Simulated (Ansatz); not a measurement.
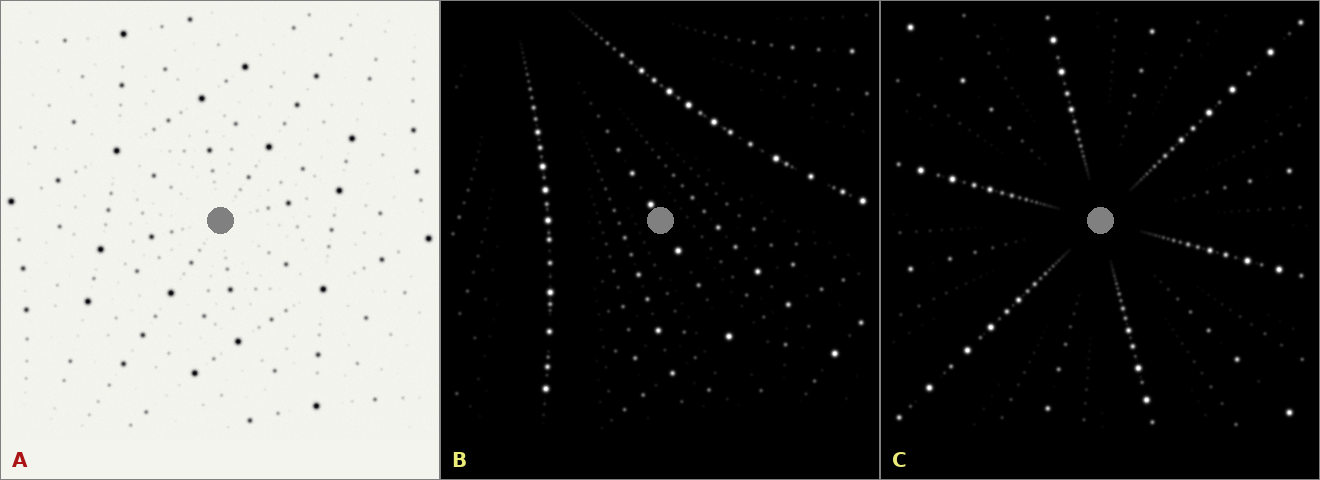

Simulated back-reflection Laue patterns (white X-rays, 0.45 to 2.2 Å, flat plate covering ±45° about the beam, kinematic intensities, seen from the source). Crystal: Cd, space group P6_3/mmc (No. 194), a = 3.005 Å, c = 5.713 Å (hexagonal axes). Structure: the end point of a relaxation at fixed volume with DFT r2SCAN, scalar-relativistic, plane waves, PAW in Ansatz 0.2.0.

```
Cd
1.0
     3.00487    0.00000    0.00000
    -1.50243    2.60229    0.00000
     0.00000    0.00000    5.71255
Cd
2
Direct
  0.33333 0.66667 0.75000
  0.66667 0.33333 0.25000
```

**The directions [001], [100], [101] point towards the source, in some order. Which is which?**

A: [100], symmetry 2mm (a twofold axis with two mirror lines). B: [101], symmetry m (one mirror line). C: [001], symmetry 6mm (a sixfold axis with mirror lines). The Laue class is 6/mmm.
